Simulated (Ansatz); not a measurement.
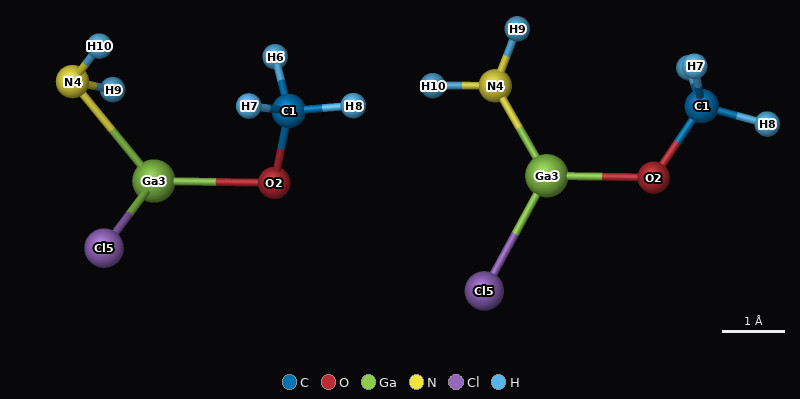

Two geometries of CH5ClGaNO (coarse preliminary run), drawn at one scale. One is the start of a relaxation, the other its converged end. Style: ball-and-stick. Shown at a tilt.

Theory: Ansatz 0.2.0, RKS PBE-D4/def2-SVP. Settings: force threshold 0.03 eV/Å; at most 200 steps.

> Which of the two is the end point?

The right one is the relaxed one. The start comes from a force field. After 16 accepted moves (17 points after the start) the energy has fallen by 420.7 kJ/mol. The largest force component goes from 4.5 to 0.022 eV/Å. The line search rejected the trial step at point 13 of the run. The largest move after the best rigid fit is that of H10, 1.55 Å. By element the largest moves are H 1.55 Å, Cl 1.03 Å, Ga 0.91 Å, O 0.83 Å, N 0.43 Å, C 0.24 Å. Near-neighbour distances that change, for instance: Ga3–N4 2.151 → 1.823 Å, O2–Ga3 2.048 → 1.797 Å, N4–H9 1.086 → 1.022 Å, C1–H6 1.177 → 1.117 Å. Bond angles that change, for instance: Ga3–N4–H9 51.0° → 119.8°, N4–Ga3–Cl5 89.3° → 120.7°, O2–Ga3–Cl5 98.1° → 115.8°.
